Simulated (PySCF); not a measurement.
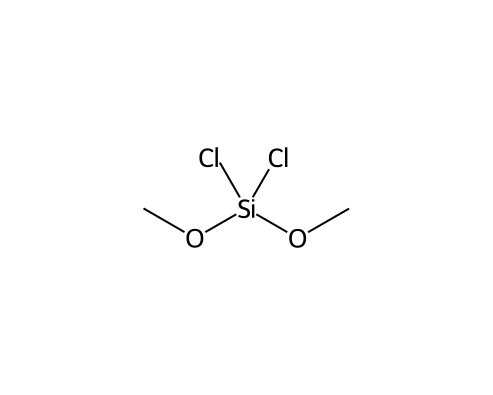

The drawing above gives the connectivity. The geometry was computed by an optimisation with PBE0-D3(BJ)/def2-SVP. No frequency run is at hand to confirm it as a minimum.

Describe the 3D structure.

The molecule is C2H6Cl2O2Si. As SMILES it reads `CO[Si](Cl)(Cl)OC`. It has no ring. Among its groups: Si–O bond. Coordination: 1 Si tetrahedral; 2 O bent; 2 C tetrahedral.

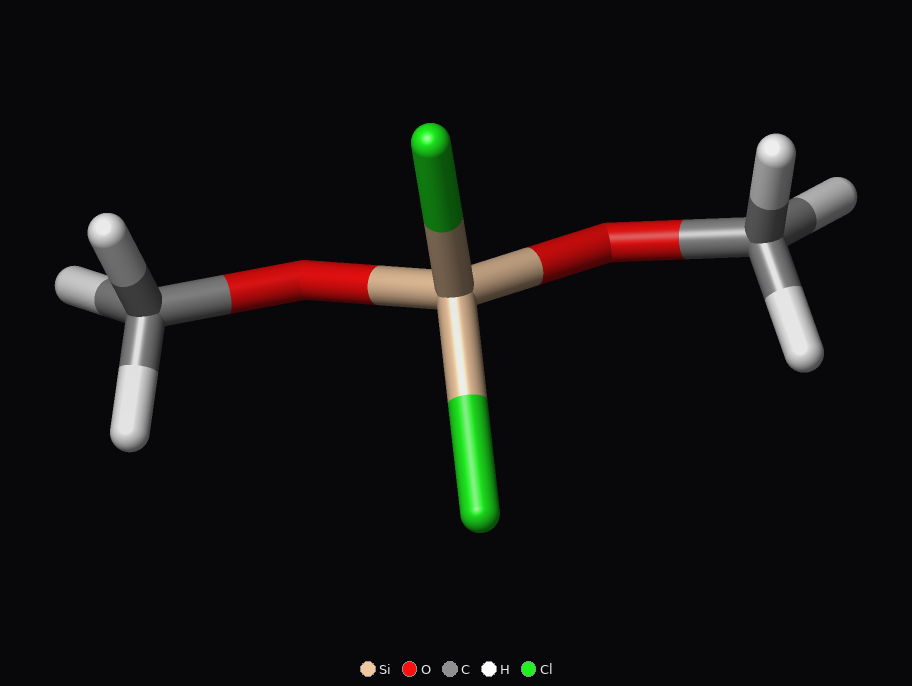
